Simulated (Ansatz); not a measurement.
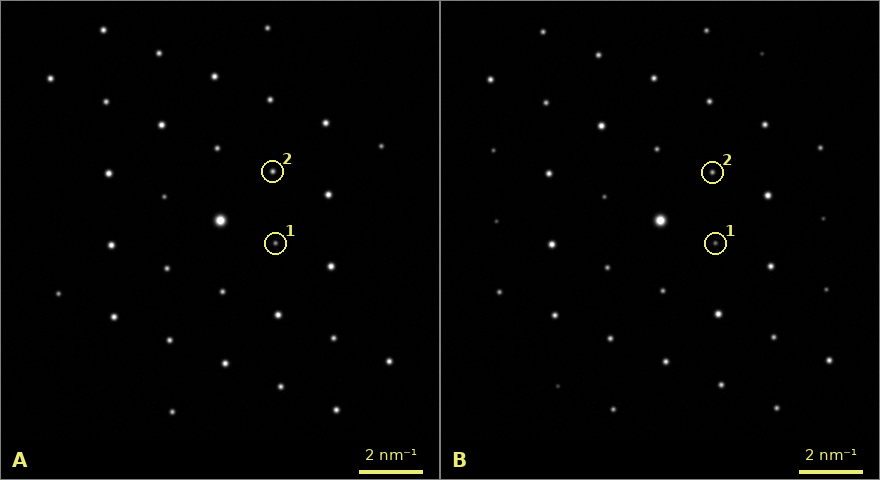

Kinematic electron diffraction patterns (300 kV, B = 0.5 Å², same scale) along [101] of the run's own cell, for the start and the end of one relaxation of LiBr3 with DFT PBE, scalar-relativistic, plane waves, PAW in Ansatz 0.2.0. k mesh 6×6×6. The start is a generated model structure, and the relaxation ends in the nearest stationary point of its symmetry, not necessarily the ground state. Spot 1 is 0 -1 0 and spot 2 is 1 -1 -1 in both.

Start structure:

```
CELL_PARAMETERS angstrom
5.98268 0.00000 0.00000
-2.99134 5.18115 0.00000
0.00000 0.00000 7.99394
ATOMIC_POSITIONS crystal
Li 0.33333 0.66667 0.25000
Li 0.66667 0.33333 0.75000
Br 0.88518 0.21854 0.25000
Br 0.66664 0.88518 0.75000
Br 0.78146 0.66664 0.25000
Br 0.11482 0.78146 0.75000
Br 0.33336 0.11482 0.25000
Br 0.21854 0.33336 0.75000
```

Question: Which pattern belongs to the start structure, and which to the relaxed one?

Answer: A is the start: its cell gives d(1) = 5.181 Å, d(2) = 4.348 Å and an angle of 65.2°. B is the relaxed structure, with d(1) = 5.191 Å (+0.2 %), d(2) = 4.401 Å (+1.2 %) and 64.9°.

Question: Name reflections whose intensity changes strongly on relaxation.

Answer: 0 3 0, 1 -3 -1 come into sight; 1 0 -1 goes from 26 to 15 % of the strongest spot; 0 2 0 goes from 100 to 60 % of the strongest spot.

Question: Summarise the relaxation behind the change.

Answer: The volume changed by +4.2 % to 32.27 Å³ an atom; with the mean shift removed, the atoms moved by up to 0.08 Å relative to the cell (Br most); the space group stayed P6_3/m (No. 176); the free energy fell by 5.1 meV an atom. Relaxed cell: a = 5.994 Å, b = 5.994 Å, c = 8.296 Å, α = 90.00°, β = 90.00°, γ = 120.00°.
